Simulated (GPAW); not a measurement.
Consider SnO2 (Pnnm).

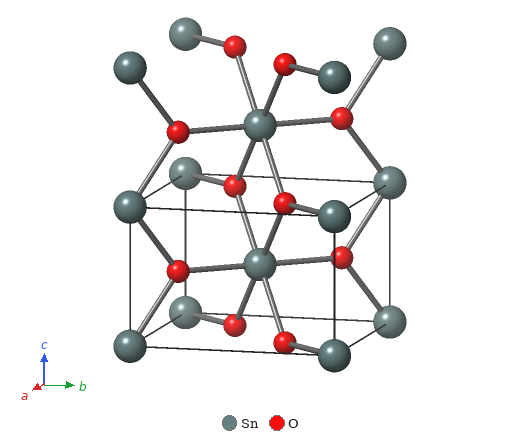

The structure (tin teal, oxygen red). 1×1×2 cells are drawn. Some periodic images of atoms are drawn too.

```xyz
6
Lattice="4.7880 0.0000 0.0000 0.0000 4.8666 0.0000 0.0000 0.0000 3.2409" Properties=species:S:1:pos:R:3 pbc="T T T"
Sn    0.0000    0.0000    0.0000
Sn    2.3940    2.4333    1.6204
O     3.3906    3.3042    0.0000
O     0.9966    3.9957    1.6204
O     3.7914    0.8709    1.6204
O     1.3974    1.5624    0.0000
```

Absorber: atom 1, with 6 O at 2.09 Å (octahedral, site symmetry 2/m). Method: GPAW, LDA, full core hole (charged cell), 24-atom cell with 6.8 Å between holes, 3×3×3 k points, dipole transitions, Gaussian full width 8.49 eV.

**Question.** Where do the maxima of the Sn K edge fall?

Main maxima up to 29 eV above the zero (height): 7.8 eV (1.59). A K edge sees empty p states on the absorber. 

The Sn K spectrum (energy from the lowest empty level; intensity scaled to a mean of 1 over the first 20 eV; polarised curves are means over the symmetry-equivalent atoms):

```tsv
E (eV)	isotropic	ε ∥ x	ε ∥ y	ε ∥ z
-2.0	0.10	0.11	0.11	0.07
-0.5	0.22	0.25	0.25	0.16
1.0	0.43	0.48	0.49	0.32
2.5	0.73	0.80	0.80	0.58
4.0	1.07	1.14	1.15	0.93
5.5	1.38	1.42	1.43	1.29
7.0	1.57	1.56	1.56	1.58
8.5	1.58	1.52	1.51	1.70
10.0	1.43	1.36	1.32	1.62
11.5	1.21	1.13	1.10	1.40
13.0	0.98	0.92	0.91	1.12
14.5	0.81	0.76	0.78	0.89
16.0	0.70	0.65	0.71	0.73
17.5	0.63	0.59	0.66	0.64
19.0	0.60	0.57	0.62	0.60
20.5	0.58	0.57	0.59	0.57
22.0	0.57	0.59	0.56	0.56
23.5	0.57	0.61	0.55	0.54
25.0	0.55	0.62	0.54	0.51
26.5	0.53	0.59	0.52	0.48
28.0	0.49	0.54	0.50	0.43
29.5	0.45	0.48	0.47	0.39
31.0	0.41	0.43	0.45	0.35
```

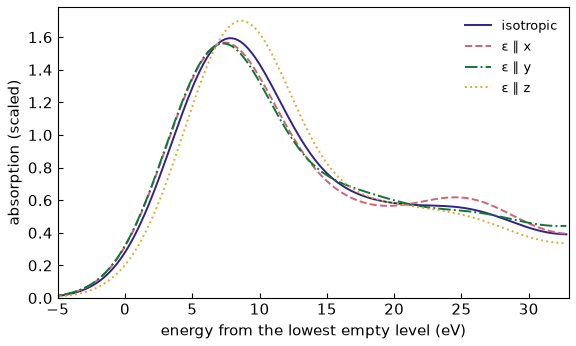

The Sn K edge.

The script folds with a Gaussian, whereas the core hole's own line is a Lorentzian, so the onset is too steep and the first peak too high. The structure is a computed Materials Project entry and may be a hypothetical form.

[Banner, clock and machine lines of the logs are left out without a mark of their own.]

[Logs are printed without paths, hosts, clocks, repeated set-up lines and the standing remarks that a program may print on its own settings, such as how far it seeks lower states.]

[Hosts, paths, dates, database ids (printed as entryN), source tags and the programs' standing remarks are cut or masked in the printed files.]

[Lists of maxima count a maximum above −3 eV only where it reaches 4 % of the highest in the window and stands out from its surroundings by 2 % of it (1.5 % where it reaches 55 %); shoulders and weaker maxima are passed over, and of the rest the first, up to two pre-edge ones and the few strongest are named.]
